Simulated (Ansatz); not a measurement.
The starting structures come from a database of crystals and need not be the phases stable at ambient conditions.

 Where the default PAW files enter, the runs use the earlier of Ansatz's two default sets.

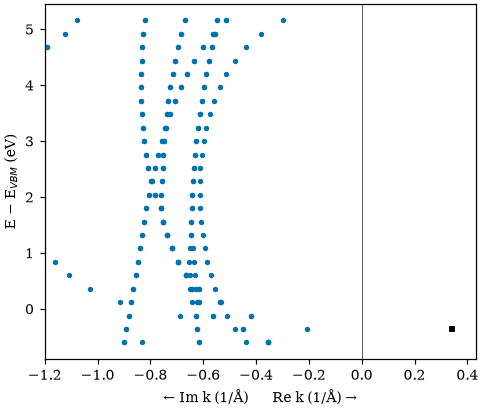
Figure. Complex bands at the centre of the two-dimensional zone; r2SCAN run with Ansatz (an electronic-structure program)

The gap is the functional's own, uncorrected, and κ follows it; spin-orbit coupling is left out. Mid-gap values are interpolated between the computed energies.

This is K₂Pb(SO₄)₂ (R-3m, not sure to be the ambient phase, 13 atoms a cell, 14.2 Å³ an atom, -3 GPa at this level) along the normal of (001). Read off the slowest decay at the centre of the two-dimensional zone at 2.52 eV, the computed energy nearest the middle of the gap.

κ ≈ 0.61 1/Å, a decay length 1/(2κ) of the density of 0.82 Å.
